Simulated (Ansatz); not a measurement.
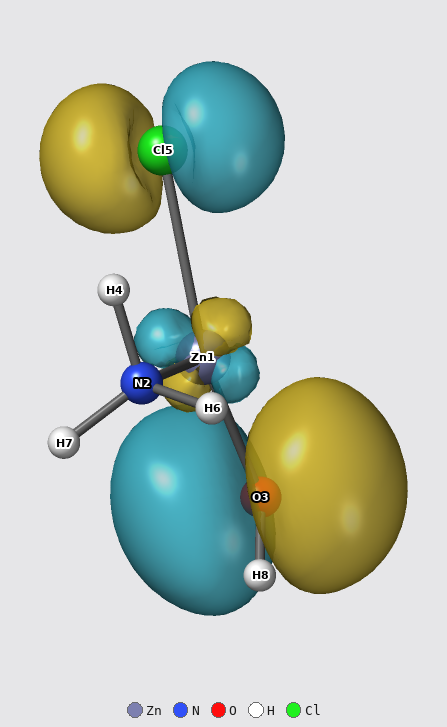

ClH$_{4}$NOZn. The HOMO at ±0.1 Å⁻³ᐟ² (yellow and cyan are the two phases), seen at an oblique angle.

Computed with Ansatz, RKS PBE0-D4/def2-SVP.

```yaml
atoms:
  - { symbol: Zn, position_ang: [-0.7636, -0.2097, 0.7231] }
  - { symbol: N, position_ang: [0.8961, 0.4745, -0.4770] }
  - { symbol: O, position_ang: [-1.8108, -1.5148, 0.0616] }
  - { symbol: H, position_ang: [1.2846, 1.1686, 0.1665] }
  - { symbol: Cl, position_ang: [-0.3690, 1.1416, 2.3742] }
  - { symbol: H, position_ang: [0.6683, 0.9530, -1.3490] }
  - { symbol: H, position_ang: [1.6306, -0.2014, -0.6888] }
  - { symbol: H, position_ang: [-1.5361, -1.8118, -0.8106] }
```

Q: Describe this orbital and give its energy.

A: By Hirshfeld shares it lies mainly on O3 (about 75 %), Cl5 (about 10 %) and Zn1 (about 10 %); largely a lone pair of O3. Its energy is −6.98 eV.
